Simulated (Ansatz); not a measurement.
# B2H2 (triplet): PBE0, B3LYP over a scan of the distance B1–B2, 6-31G, part 2 of 2

Ansatz 0.2.0, Gaussian basis; 6-31G, all electrons in the functionals. The steps go on from the part before.

## Step 12: PBE0, 5.504 Å

The input, in.yaml:

```yaml
crystal:
  periodic: [false, false, false]
  atoms:
    - {symbol: B, position_ang: [0.000000, 0.000000, 2.467981]}
    - {symbol: B, position_ang: [0.000000, 0.000000, -3.036019]}
    - {symbol: H, position_ang: [0.000000, 1.047868, 3.046343]}
    - {symbol: H, position_ang: [0.000000, -1.047868, 3.046343]}
basis:
  gaussian: {orbitals: 6-31G}
magnetization: {spin_polarized: true, initial_magnetization: 2}
hamiltonian: {xc: {name: PBE0}}
output: {forces: true, orbitals: {seedname: orbitals}}
```

The run is started by

```bash
$ ansatz run in.yaml --threads 1 --pin off --events-out ev --progress --plain --max-ram 2393MiB
```

Output, cut to the lines that bear on the results:

```text
Functional definition: PBE0
  name "PBE0"
  cite "Adamo & Barone, J. Chem. Phys. 110, 6158 (1999) doi:10.1063/1.478522"
  cite "Perdew, Burke & Ernzerhof, Phys. Rev. Lett. 77, 3865 (1996) doi:10.1103/PhysRevLett.77.3865"
  parent pbe
[...]
316 factors; integrals over basis functions are off by at most 2.7e-4 eV
[...]
mean field -1373.78891208 eV, -50.4858113314 hartree, gradient 2.6e-10 eV, S^2 2.000866; 3 other end points of the search recorded, 0 dependent functions left out
[...]
reference -1373.78893720 eV, -50.4858122545 hartree; 7, 5 occupied and 15, 17 virtual orbitals, 316 factors
Total energy: -1373.78893720 eV, -50.4858122545 hartree
Atom 0 at     0.000000     0.000000     2.467981 Å, force     0.000000    -0.000000     0.353013 eV/Å
Atom 1 at     0.000000     0.000000    -3.036019 Å, force    -0.000000     0.000000     0.007232 eV/Å
Atom 2 at     0.000000     1.047868     3.046343 Å, force    -0.000000     0.144186    -0.180122 eV/Å
Atom 3 at     0.000000    -1.047868     3.046343 Å, force    -0.000000    -0.144186    -0.180122 eV/Å
Dipole moment:    -0.000000    -0.000000     0.077028 e Å
```

Run time: 2.4 s. Hardware: 1 thread of Arm Neoverse V1, shared host.

From the report: ⟨S²⟩ of the determinant 2.001 (pure triplet: 2.00).

From 1.585 Å: +386.8 kJ/mol.

## Step 13: B3LYP, 1.237 Å

The input, in.yaml:

```yaml
crystal:
  periodic: [false, false, false]
  atoms:
    - {symbol: B, position_ang: [0.000000, 0.000000, 0.516430]}
    - {symbol: B, position_ang: [0.000000, 0.000000, -0.720570]}
    - {symbol: H, position_ang: [0.000000, 1.047868, 1.094792]}
    - {symbol: H, position_ang: [0.000000, -1.047868, 1.094792]}
basis:
  gaussian: {orbitals: 6-31G}
magnetization: {spin_polarized: true, initial_magnetization: 2}
hamiltonian: {xc: {name: B3LYP}}
```

The command is unchanged.

Output, cut to the lines that bear on the results:

```text
Functional definition: B3LYP
  name "B3LYP"
  cite "Stephens, Devlin, Chabalowski & Frisch, J. Phys. Chem. 98, 11623 (1994) doi:10.1021/j100096a001"
  cite "Becke, Phys. Rev. A 38, 3098 (1988) doi:10.1103/PhysRevA.38.3098"
  cite "Lee, Yang & Parr, Phys. Rev. B 37, 785 (1988) doi:10.1103/PhysRevB.37.785"
  cite "Vosko, Wilk & Nusair, Can. J. Phys. 58, 1200 (1980) doi:10.1139/p80-159"
[...]
316 factors; integrals over basis functions are off by at most 2.5e-4 eV
[...]
mean field -1377.30011517 eV, -50.6148456648 hartree, gradient 8.4e-6 eV, S^2 2.003238; 0 other end points of the search recorded, 0 dependent functions left out
reference -1377.30029926 eV, -50.6148524302 hartree; 7, 5 occupied and 15, 17 virtual orbitals, 316 factors
Total energy: -1377.30029926 eV, -50.6148524302 hartree
```

Run time: 0.48 s. Hardware: 1 thread of Arm Neoverse V1, shared host.

From the report: ⟨S²⟩ of the determinant 2.003 (pure triplet: 2.00).

## Step 14: B3LYP, 1.431 Å

The input, in.yaml:

```yaml
crystal:
  periodic: [false, false, false]
  atoms:
    - {symbol: B, position_ang: [0.000000, 0.000000, 0.605157]}
    - {symbol: B, position_ang: [0.000000, 0.000000, -0.825843]}
    - {symbol: H, position_ang: [0.000000, 1.047868, 1.183519]}
    - {symbol: H, position_ang: [0.000000, -1.047868, 1.183519]}
basis:
  gaussian: {orbitals: 6-31G}
magnetization: {spin_polarized: true, initial_magnetization: 2}
hamiltonian: {xc: {name: B3LYP}}
```

Launched as before.

Output, cut to the lines that bear on the results:

```text
Functional definition: B3LYP
  name "B3LYP"
  cite "Stephens, Devlin, Chabalowski & Frisch, J. Phys. Chem. 98, 11623 (1994) doi:10.1021/j100096a001"
  cite "Becke, Phys. Rev. A 38, 3098 (1988) doi:10.1103/PhysRevA.38.3098"
  cite "Lee, Yang & Parr, Phys. Rev. B 37, 785 (1988) doi:10.1103/PhysRevB.37.785"
  cite "Vosko, Wilk & Nusair, Can. J. Phys. 58, 1200 (1980) doi:10.1139/p80-159"
[...]
316 factors; integrals over basis functions are off by at most 2.6e-4 eV
[...]
mean field -1379.70009002 eV, -50.7030431138 hartree, gradient 4.1e-5 eV, S^2 2.002404; 0 other end points of the search recorded, 0 dependent functions left out
reference -1379.70027779 eV, -50.7030500144 hartree; 7, 5 occupied and 15, 17 virtual orbitals, 316 factors
Total energy: -1379.70027779 eV, -50.7030500144 hartree
```

Run time: 0.48 s. Hardware: 1 thread of Arm Neoverse V1, shared host.

From the report: ⟨S²⟩ of the determinant 2.002 (pure triplet: 2.00).

## Step 15: B3LYP, 1.585 Å

The input, in.yaml:

```yaml
crystal:
  periodic: [false, false, false]
  atoms:
    - {symbol: B, position_ang: [0.000000, 0.000000, 0.675628]}
    - {symbol: B, position_ang: [0.000000, 0.000000, -0.909454]}
    - {symbol: H, position_ang: [0.000000, 1.047868, 1.253990]}
    - {symbol: H, position_ang: [0.000000, -1.047868, 1.253990]}
basis:
  gaussian: {orbitals: 6-31G}
magnetization: {spin_polarized: true, initial_magnetization: 2}
hamiltonian: {xc: {name: B3LYP}}
```

Launched as before.

Output, cut to the lines that bear on the results:

```text
Functional definition: B3LYP
  name "B3LYP"
  cite "Stephens, Devlin, Chabalowski & Frisch, J. Phys. Chem. 98, 11623 (1994) doi:10.1021/j100096a001"
  cite "Becke, Phys. Rev. A 38, 3098 (1988) doi:10.1103/PhysRevA.38.3098"
  cite "Lee, Yang & Parr, Phys. Rev. B 37, 785 (1988) doi:10.1103/PhysRevB.37.785"
  cite "Vosko, Wilk & Nusair, Can. J. Phys. 58, 1200 (1980) doi:10.1139/p80-159"
[...]
316 factors; integrals over basis functions are off by at most 2.6e-4 eV
[...]
mean field -1380.12627056 eV, -50.7187049600 hartree, gradient 3.7e-5 eV, S^2 2.001936; 0 other end points of the search recorded, 0 dependent functions left out
reference -1380.12646034 eV, -50.7187119341 hartree; 7, 5 occupied and 15, 17 virtual orbitals, 316 factors
Total energy: -1380.12646034 eV, -50.7187119341 hartree
```

Wall time 0.48 s (1 thread of Arm Neoverse V1, shared host).

From the report: ⟨S²⟩ of the determinant 2.002 (pure triplet: 2.00).

## Step 16: B3LYP, 1.767 Å

The input, in.yaml:

```yaml
crystal:
  periodic: [false, false, false]
  atoms:
    - {symbol: B, position_ang: [0.000000, 0.000000, 0.758830]}
    - {symbol: B, position_ang: [0.000000, 0.000000, -1.008170]}
    - {symbol: H, position_ang: [0.000000, 1.047868, 1.337192]}
    - {symbol: H, position_ang: [0.000000, -1.047868, 1.337192]}
basis:
  gaussian: {orbitals: 6-31G}
magnetization: {spin_polarized: true, initial_magnetization: 2}
hamiltonian: {xc: {name: B3LYP}}
```

The command is unchanged.

Output, cut to the lines that bear on the results:

```text
Functional definition: B3LYP
  name "B3LYP"
  cite "Stephens, Devlin, Chabalowski & Frisch, J. Phys. Chem. 98, 11623 (1994) doi:10.1021/j100096a001"
  cite "Becke, Phys. Rev. A 38, 3098 (1988) doi:10.1103/PhysRevA.38.3098"
  cite "Lee, Yang & Parr, Phys. Rev. B 37, 785 (1988) doi:10.1103/PhysRevB.37.785"
  cite "Vosko, Wilk & Nusair, Can. J. Phys. 58, 1200 (1980) doi:10.1139/p80-159"
[...]
316 factors; integrals over basis functions are off by at most 2.6e-4 eV
[...]
mean field -1379.89013957 eV, -50.7100273062 hartree, gradient 5.1e-5 eV, S^2 2.001839; 0 other end points of the search recorded, 0 dependent functions left out
reference -1379.89033205 eV, -50.7100343796 hartree; 7, 5 occupied and 15, 17 virtual orbitals, 316 factors
Total energy: -1379.89033205 eV, -50.7100343796 hartree
```

Wall time 0.48 s (1 thread of Arm Neoverse V1, shared host).

From the report: ⟨S²⟩ of the determinant 2.002 (pure triplet: 2.00).

From 1.585 Å: +22.8 kJ/mol.

## Step 17: B3LYP, 1.968 Å

The input, in.yaml:

```yaml
crystal:
  periodic: [false, false, false]
  atoms:
    - {symbol: B, position_ang: [0.000000, 0.000000, 0.850759]}
    - {symbol: B, position_ang: [0.000000, 0.000000, -1.117241]}
    - {symbol: H, position_ang: [0.000000, 1.047868, 1.429121]}
    - {symbol: H, position_ang: [0.000000, -1.047868, 1.429121]}
basis:
  gaussian: {orbitals: 6-31G}
magnetization: {spin_polarized: true, initial_magnetization: 2}
hamiltonian: {xc: {name: B3LYP}}
```

Launched as before.

Output, cut to the lines that bear on the results:

```text
Functional definition: B3LYP
  name "B3LYP"
  cite "Stephens, Devlin, Chabalowski & Frisch, J. Phys. Chem. 98, 11623 (1994) doi:10.1021/j100096a001"
  cite "Becke, Phys. Rev. A 38, 3098 (1988) doi:10.1103/PhysRevA.38.3098"
  cite "Lee, Yang & Parr, Phys. Rev. B 37, 785 (1988) doi:10.1103/PhysRevB.37.785"
  cite "Vosko, Wilk & Nusair, Can. J. Phys. 58, 1200 (1980) doi:10.1139/p80-159"
[...]
316 factors; integrals over basis functions are off by at most 2.6e-4 eV
[...]
mean field -1379.27395022 eV, -50.6873827649 hartree, gradient 1.2e-5 eV, S^2 2.002605; 1 other end points of the search recorded, 0 dependent functions left out
reference -1379.27414630 eV, -50.6873899709 hartree; 7, 5 occupied and 15, 17 virtual orbitals, 316 factors
Total energy: -1379.27414630 eV, -50.6873899709 hartree
```

Wall time 0.54 s (1 thread of Arm Neoverse V1, shared host).

From the report: ⟨S²⟩ of the determinant 2.003 (pure triplet: 2.00).

From 1.585 Å: +82.2 kJ/mol.

## Step 18: B3LYP, 2.173 Å

The input, in.yaml:

```yaml
crystal:
  periodic: [false, false, false]
  atoms:
    - {symbol: B, position_ang: [0.000000, 0.000000, 0.944518]}
    - {symbol: B, position_ang: [0.000000, 0.000000, -1.228482]}
    - {symbol: H, position_ang: [0.000000, 1.047868, 1.522880]}
    - {symbol: H, position_ang: [0.000000, -1.047868, 1.522880]}
basis:
  gaussian: {orbitals: 6-31G}
magnetization: {spin_polarized: true, initial_magnetization: 2}
hamiltonian: {xc: {name: B3LYP}}
```

Launched as before.

Output, cut to the lines that bear on the results:

```text
Functional definition: B3LYP
  name "B3LYP"
  cite "Stephens, Devlin, Chabalowski & Frisch, J. Phys. Chem. 98, 11623 (1994) doi:10.1021/j100096a001"
  cite "Becke, Phys. Rev. A 38, 3098 (1988) doi:10.1103/PhysRevA.38.3098"
  cite "Lee, Yang & Parr, Phys. Rev. B 37, 785 (1988) doi:10.1103/PhysRevB.37.785"
  cite "Vosko, Wilk & Nusair, Can. J. Phys. 58, 1200 (1980) doi:10.1139/p80-159"
[...]
316 factors; integrals over basis functions are off by at most 2.6e-4 eV
[...]
mean field -1378.57839154 eV, -50.6618214550 hartree, gradient 3.9e-5 eV, S^2 2.004659; 1 other end points of the search recorded, 0 dependent functions left out
reference -1378.57859174 eV, -50.6618288122 hartree; 7, 5 occupied and 15, 17 virtual orbitals, 316 factors
Total energy: -1378.57859174 eV, -50.6618288122 hartree
```

Wall time 0.51 s (1 thread of Arm Neoverse V1, shared host).

From the report: ⟨S²⟩ of the determinant 2.005 (pure triplet: 2.00).

From 1.585 Å: +149.3 kJ/mol.

## Step 19: B3LYP, 2.507 Å

The input, in.yaml:

```yaml
crystal:
  periodic: [false, false, false]
  atoms:
    - {symbol: B, position_ang: [0.000000, 0.000000, 1.097276]}
    - {symbol: B, position_ang: [0.000000, 0.000000, -1.409724]}
    - {symbol: H, position_ang: [0.000000, 1.047868, 1.675638]}
    - {symbol: H, position_ang: [0.000000, -1.047868, 1.675638]}
basis:
  gaussian: {orbitals: 6-31G}
magnetization: {spin_polarized: true, initial_magnetization: 2}
hamiltonian: {xc: {name: B3LYP}}
```

The command is unchanged.

Output, cut to the lines that bear on the results:

```text
Functional definition: B3LYP
  name "B3LYP"
  cite "Stephens, Devlin, Chabalowski & Frisch, J. Phys. Chem. 98, 11623 (1994) doi:10.1021/j100096a001"
  cite "Becke, Phys. Rev. A 38, 3098 (1988) doi:10.1103/PhysRevA.38.3098"
  cite "Lee, Yang & Parr, Phys. Rev. B 37, 785 (1988) doi:10.1103/PhysRevB.37.785"
  cite "Vosko, Wilk & Nusair, Can. J. Phys. 58, 1200 (1980) doi:10.1139/p80-159"
[...]
316 factors; integrals over basis functions are off by at most 2.7e-4 eV
[...]
mean field -1377.62046607 eV, -50.6266183432 hartree, gradient 6.4e-6 eV, S^2 2.009338; 1 other end points of the search recorded, 0 dependent functions left out
reference -1377.62067362 eV, -50.6266259706 hartree; 7, 5 occupied and 15, 17 virtual orbitals, 316 factors
Total energy: -1377.62067362 eV, -50.6266259706 hartree
```

Run time: 0.6 s. Hardware: 1 thread of Arm Neoverse V1, shared host.

From the report: ⟨S²⟩ of the determinant 2.009 (pure triplet: 2.00).

From 1.585 Å: +241.8 kJ/mol.

## Step 20: B3LYP, 2.969 Å

The input, in.yaml:

```yaml
crystal:
  periodic: [false, false, false]
  atoms:
    - {symbol: B, position_ang: [0.000000, 0.000000, 1.308575]}
    - {symbol: B, position_ang: [0.000000, 0.000000, -1.660425]}
    - {symbol: H, position_ang: [0.000000, 1.047868, 1.886937]}
    - {symbol: H, position_ang: [0.000000, -1.047868, 1.886937]}
basis:
  gaussian: {orbitals: 6-31G}
magnetization: {spin_polarized: true, initial_magnetization: 2}
hamiltonian: {xc: {name: B3LYP}}
```

Launched as before.

Output, cut to the lines that bear on the results:

```text
Functional definition: B3LYP
  name "B3LYP"
  cite "Stephens, Devlin, Chabalowski & Frisch, J. Phys. Chem. 98, 11623 (1994) doi:10.1021/j100096a001"
  cite "Becke, Phys. Rev. A 38, 3098 (1988) doi:10.1103/PhysRevA.38.3098"
  cite "Lee, Yang & Parr, Phys. Rev. B 37, 785 (1988) doi:10.1103/PhysRevB.37.785"
  cite "Vosko, Wilk & Nusair, Can. J. Phys. 58, 1200 (1980) doi:10.1139/p80-159"
[...]
316 factors; integrals over basis functions are off by at most 2.7e-4 eV
[...]
mean field -1376.83914182 eV, -50.5979052068 hartree, gradient 6.4e-6 eV, S^2 2.008430; 4 other end points of the search recorded, 0 dependent functions left out
reference -1376.83934787 eV, -50.5979127791 hartree; 7, 5 occupied and 15, 17 virtual orbitals, 316 factors
Total energy: -1376.83934787 eV, -50.5979127791 hartree
```

It took 0.75 s on 1 thread of Arm Neoverse V1, shared host.

From the report: ⟨S²⟩ of the determinant 2.008 (pure triplet: 2.00).

From 1.585 Å: +317.2 kJ/mol.

## Step 21: B3LYP, 3.449 Å

The input, in.yaml:

```yaml
crystal:
  periodic: [false, false, false]
  atoms:
    - {symbol: B, position_ang: [0.000000, 0.000000, 1.528108]}
    - {symbol: B, position_ang: [0.000000, 0.000000, -1.920892]}
    - {symbol: H, position_ang: [0.000000, 1.047868, 2.106470]}
    - {symbol: H, position_ang: [0.000000, -1.047868, 2.106470]}
basis:
  gaussian: {orbitals: 6-31G}
magnetization: {spin_polarized: true, initial_magnetization: 2}
hamiltonian: {xc: {name: B3LYP}}
```

Launched as before.

Output, cut to the lines that bear on the results:

```text
Functional definition: B3LYP
  name "B3LYP"
  cite "Stephens, Devlin, Chabalowski & Frisch, J. Phys. Chem. 98, 11623 (1994) doi:10.1021/j100096a001"
  cite "Becke, Phys. Rev. A 38, 3098 (1988) doi:10.1103/PhysRevA.38.3098"
  cite "Lee, Yang & Parr, Phys. Rev. B 37, 785 (1988) doi:10.1103/PhysRevB.37.785"
  cite "Vosko, Wilk & Nusair, Can. J. Phys. 58, 1200 (1980) doi:10.1139/p80-159"
[...]
316 factors; integrals over basis functions are off by at most 2.7e-4 eV
[...]
mean field -1376.54131323 eV, -50.5869602079 hartree, gradient 8.6e-6 eV, S^2 2.002693; 2 other end points of the search recorded, 0 dependent functions left out
reference -1376.54151893 eV, -50.5869677675 hartree; 7, 5 occupied and 15, 17 virtual orbitals, 316 factors
Total energy: -1376.54151893 eV, -50.5869677675 hartree
```

It took 0.96 s on 1 thread of Arm Neoverse V1, shared host.

From the report: ⟨S²⟩ of the determinant 2.003 (pure triplet: 2.00).

From 1.585 Å: +345.9 kJ/mol.

## Step 22: B3LYP, 4.225 Å

The input, in.yaml:

```yaml
crystal:
  periodic: [false, false, false]
  atoms:
    - {symbol: B, position_ang: [0.000000, 0.000000, 1.883019]}
    - {symbol: B, position_ang: [0.000000, 0.000000, -2.341981]}
    - {symbol: H, position_ang: [0.000000, 1.047868, 2.461381]}
    - {symbol: H, position_ang: [0.000000, -1.047868, 2.461381]}
basis:
  gaussian: {orbitals: 6-31G}
magnetization: {spin_polarized: true, initial_magnetization: 2}
hamiltonian: {xc: {name: B3LYP}}
```

The command is unchanged.

Output, cut to the lines that bear on the results:

```text
Functional definition: B3LYP
  name "B3LYP"
  cite "Stephens, Devlin, Chabalowski & Frisch, J. Phys. Chem. 98, 11623 (1994) doi:10.1021/j100096a001"
  cite "Becke, Phys. Rev. A 38, 3098 (1988) doi:10.1103/PhysRevA.38.3098"
  cite "Lee, Yang & Parr, Phys. Rev. B 37, 785 (1988) doi:10.1103/PhysRevB.37.785"
  cite "Vosko, Wilk & Nusair, Can. J. Phys. 58, 1200 (1980) doi:10.1139/p80-159"
[...]
316 factors; integrals over basis functions are off by at most 2.7e-4 eV
[...]
mean field -1376.41465351 eV, -50.5823055492 hartree, gradient 7.5e-6 eV, S^2 2.000882; 3 other end points of the search recorded, 0 dependent functions left out
reference -1376.41487159 eV, -50.5823135634 hartree; 7, 5 occupied and 15, 17 virtual orbitals, 316 factors
Total energy: -1376.41487159 eV, -50.5823135634 hartree
```

Wall time 1.1 s (1 thread of Arm Neoverse V1, shared host).

From the report: ⟨S²⟩ of the determinant 2.001 (pure triplet: 2.00).

From 1.585 Å: +358.1 kJ/mol.

## Step 23: B3LYP, 5.504 Å

The input, in.yaml:

```yaml
crystal:
  periodic: [false, false, false]
  atoms:
    - {symbol: B, position_ang: [0.000000, 0.000000, 2.467981]}
    - {symbol: B, position_ang: [0.000000, 0.000000, -3.036019]}
    - {symbol: H, position_ang: [0.000000, 1.047868, 3.046343]}
    - {symbol: H, position_ang: [0.000000, -1.047868, 3.046343]}
basis:
  gaussian: {orbitals: 6-31G}
magnetization: {spin_polarized: true, initial_magnetization: 2}
hamiltonian: {xc: {name: B3LYP}}
```

Launched as before.

Output, cut to the lines that bear on the results:

```text
Functional definition: B3LYP
  name "B3LYP"
  cite "Stephens, Devlin, Chabalowski & Frisch, J. Phys. Chem. 98, 11623 (1994) doi:10.1021/j100096a001"
  cite "Becke, Phys. Rev. A 38, 3098 (1988) doi:10.1103/PhysRevA.38.3098"
  cite "Lee, Yang & Parr, Phys. Rev. B 37, 785 (1988) doi:10.1103/PhysRevB.37.785"
  cite "Vosko, Wilk & Nusair, Can. J. Phys. 58, 1200 (1980) doi:10.1139/p80-159"
[...]
316 factors; integrals over basis functions are off by at most 2.7e-4 eV
[...]
mean field -1376.38066730 eV, -50.5810565788 hartree, gradient 3.1e-6 eV, S^2 2.000762; 3 other end points of the search recorded, 0 dependent functions left out
reference -1376.38091158 eV, -50.5810655561 hartree; 7, 5 occupied and 15, 17 virtual orbitals, 316 factors
Total energy: -1376.38091158 eV, -50.5810655561 hartree
```

Wall time 1.1 s (1 thread of Arm Neoverse V1, shared host).

From the report: ⟨S²⟩ of the determinant 2.001 (pure triplet: 2.00).

From 1.585 Å: +361.4 kJ/mol.

## Step 24: Against the wave-function levels

The yardstick is full CI for this spin, exact in this basis with these frozen cores. It comes from earlier runs at the same points. Energies in kJ/mol, counted from 1.585 Å; blanks weren't run or aren't comparable.

```
level  1.237 Å  1.431 Å  1.585 Å  1.767 Å  1.968 Å  2.173 Å  2.507 Å  2.969 Å  3.449 Å  4.225 Å  5.504 Å
  FCI    305.6     52.3      0.0     14.4     68.4    132.1    220.7    287.6    306.9    313.4    315.8
 PBE0    273.6     40.7      0.0     24.7     87.3    158.3    257.0    339.0    370.2    383.2    386.8
B3LYP    272.7     41.1      0.0     22.8     82.2    149.3    241.8    317.2    345.9    358.1    361.4
```

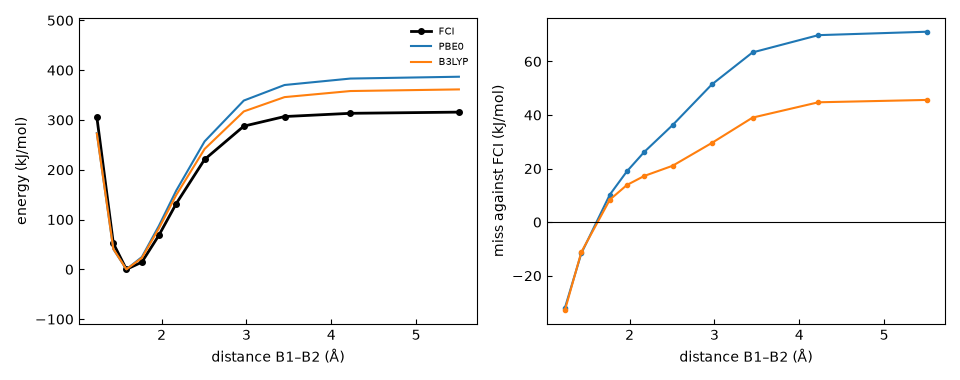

Left: the curves (the axis may cut off levels that run far away). Right: misses against FCI, in the same colours.

Largest miss and mean time a point (FCI took 49 s a point; shared hosts):

```
level  largest miss (kJ/mol)    where  time a point
 PBE0                  +71.1  5.504 Å        0.84 s
B3LYP                  +45.6  5.504 Å        0.68 s
```

## Step 25: What came out

The summary covers parts 1 to 2.

```
             quantity                   value
span of the FCI curve            315.8 kJ/mol
   largest miss, PBE0  +71.1 kJ/mol (5.504 Å)
  largest miss, B3LYP  +45.6 kJ/mol (5.504 Å)
```

**Reading.** Of the functionals, B3LYP keep the smallest largest miss at the points compared (at most 45.6 kJ/mol) and PBE0 strays most (71.1 kJ/mol, at 5.504 Å). Functionals and the yardstick converge differently with the basis, so part of each miss in 6-31G is the basis.
